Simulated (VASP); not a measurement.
Band structure of MnO₂ (rutile). Method: PBE GGA, VASP's PBE PAW potentials (set 64) (plane waves; VASP 6.6.1).

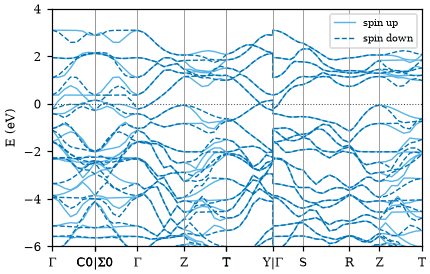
Fig. 1. Bands along high-symmetry lines, zero at the valence-band maximum or, without a gap, the Fermi level

Read the plot: is there a gap, and where are the band edges?

It has no gap at this level: it comes out as a metal or semimetal. (Edges off the drawn lines would not show.)

The compound is MnO2 in the rutile structure. It was relaxed first.
